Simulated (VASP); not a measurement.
Band structure of PbS (rock salt). All values below come from TPSS meta-GGA, VASP's PBE PAW potentials (set 64) (plane waves; VASP 6.6.1).

Unless said otherwise, spin-orbit coupling is left out, though it shifts the bands of the heavy elements here.

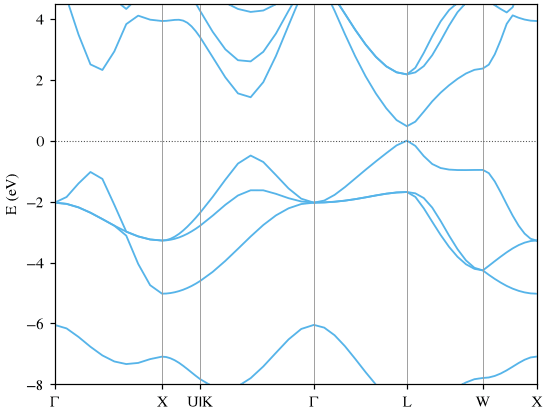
*Bands along high-symmetry lines, zero at the valence-band maximum or, without a gap, the Fermi level*

Read the plot: is there a gap, and where are the band edges?

The gap is direct, 0.47 eV, from the valence maximum at L to the conduction minimum at L.

Measured: gap 0.37 eV (computed value off by +0.10 eV), as given by Wikipedia, List of semiconductor materials.

The compound is PbS in the rock salt structure. It was relaxed first.
